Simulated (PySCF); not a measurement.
SMILES N#C[SiH2][SiH2]OC at its GFN2-xTB optimised geometry (Å):

```
13

C      2.3887    -1.7458    -0.0081
O      1.5259    -0.6517     0.0000
Si    -0.0995    -0.6517     0.0000
Si    -0.4259     1.6227     0.0000
C     -2.2743     1.8795    -0.0390
N     -3.4122     2.0171    -0.0656
H      3.4122    -1.3723    -0.0504
H      2.2608    -2.3448     0.8962
H      2.2007    -2.3813    -0.8761
H     -0.6121    -1.3861    -1.1681
H     -0.6159    -1.3854     1.1670
H      0.0382     2.3813    -1.1712
H     -0.0102     2.3723     1.1948
```

Method: PBE0/def2-TZVP in PySCF 2.14.0. Cells within 0.4 Å of a nucleus heavier than hydrogen are left out (blank, or x).

Map of the electron localisation function on the plane z = 0.0 Å:

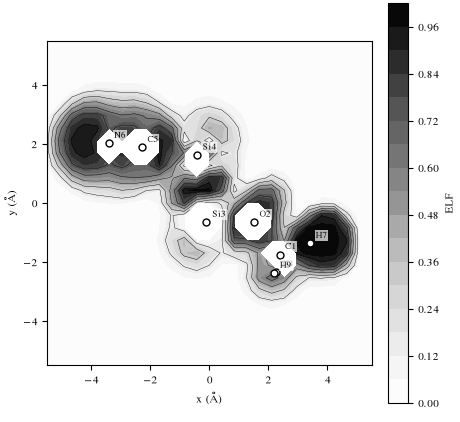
Figure: Electron localisation function on the plane z = 0.0 Å.
